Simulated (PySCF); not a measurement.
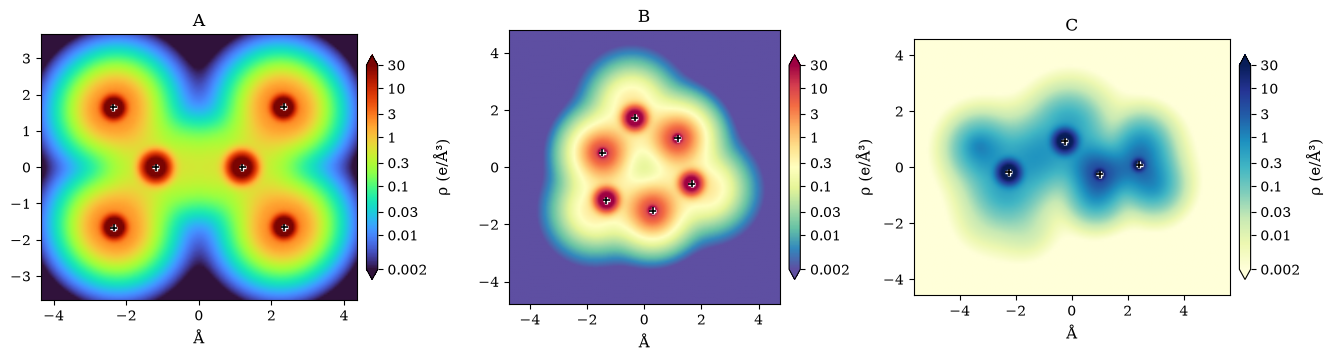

The electron density of 3 systems, each on a plane through atoms (crosses mark nuclei in the plane).

Theory: PySCF, CAM-B3LYP/def2-SVPD, SCF density, gas phase.

System 1: Cl₄O₂Si₂ (cyclo-(Cl2SiO)2), the plane of atoms Cl2, Si1 and Si5. Geometry: PBE0-D3(BJ)/def2-SVP.

| atom | x (Å) | y (Å) | z (Å) |
| --- | --- | --- | --- |
| Si | -0.5056 | -0.7098 | -0.8218 |
| Cl | -2.1647 | -1.8155 | -0.4928 |
| Cl | 0.1321 | -0.9630 | -2.7242 |
| O | -0.6610 | 0.9023 | -0.3593 |
| Si | 0.5398 | 0.6881 | 0.8009 |
| Cl | -0.0972 | 0.9414 | 2.7038 |
| Cl | 2.1986 | 1.7948 | 0.4709 |
| O | 0.6961 | -0.9240 | 0.3386 |

System 2: H₆O₃Si₃, the plane of atoms Si1, O4 and Si5. Geometry: PBE0-D3(BJ)/def2-SVP.

```xyz
12

Si   -1.1274    1.3236   -0.1672
H    -1.0712    2.3063   -1.2802
H    -2.2519    1.6162    0.7580
O     0.3053    1.3548    0.6770
Si    1.5030    0.2235    0.9027
H     1.6687   -0.0355    2.3561
H     2.7677    0.7069    0.2910
O     1.0179   -1.1719    0.1392
Si   -0.3483   -1.5689   -0.7211
H     0.0339   -1.9767   -2.0974
H    -1.0809   -2.6532   -0.0175
O    -1.3014   -0.2079   -0.7896
```

System 3: C₂H₁₁NSi₂ (SMILES CN[SiH2][SiH2]C), the plane of atoms C1, N2 and Si3. Geometry: GFN2-xTB.

```xyz
16

C    -2.7686    0.0325    0.2022
N    -1.3367    0.1843    0.2753
Si   -0.3338    0.2846   -1.1214
Si    1.8415    0.4743   -0.3912
C     2.3126   -0.8341    0.9058
H    -3.0090   -0.5733   -0.6681
H    -3.1445   -0.4732    1.0946
H    -3.2892    0.9917    0.1026
H    -1.0647    0.6953    1.1014
H    -0.7138    1.3866   -2.0340
H    -0.6577   -0.9405   -1.8701
H     2.7662    0.3204   -1.5238
H     2.1649    1.7867    0.1963
H     3.3499   -0.7375    1.2142
H     1.6960   -0.7516    1.7966
H     2.1792   -1.8372    0.5106
```

Question: Match each panel to its system.

Answer: Panel A is system 1, Cl₄O₂Si₂: the plane holds Si and Cl. Si–Cl (2.02 Å): the density is about 0.95 e/Å³ at the midpoint. Panel B is system 2, H₆O₃Si₃: the plane holds Si and O. Si–O (1.66 Å): the density is about 1.1 e/Å³ at the midpoint. Panel C is system 3, C₂H₁₁NSi₂: the plane holds C, N and Si. C–N (1.44 Å): ρ at the midpoint is about 1.9 e/Å³.
